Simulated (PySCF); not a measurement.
```xyz
2

Zn    0.0000    0.0000   -0.3104
B     0.0000    0.0000    1.8026
```

⟨S²⟩ = 0.82, above the pure value of 0.75.

These are results of PBE0/6-31G(d,p), non-relativistic, at a bond length of 2.113 Å (PySCF), not measurements.

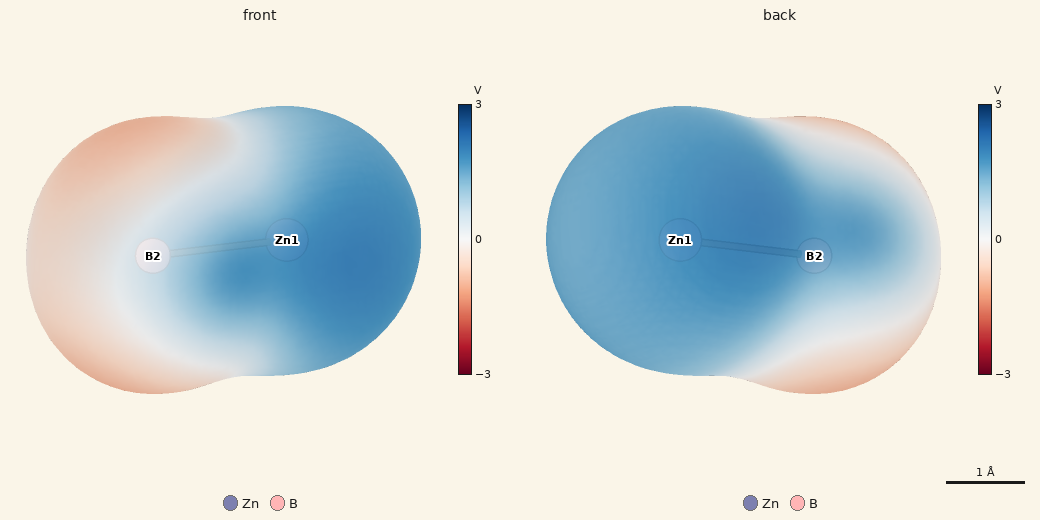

ZnB (doublet). The electrostatic potential painted on the density surface at 0.004 e/bohr³, seen from the front and from behind; the colour scale runs from red (negative) to blue (positive).

Where is the surface potential most negative and most positive?

The most negative region (about −1.0 V) lies over B2, the most positive (about +2.1 V) over Zn1.
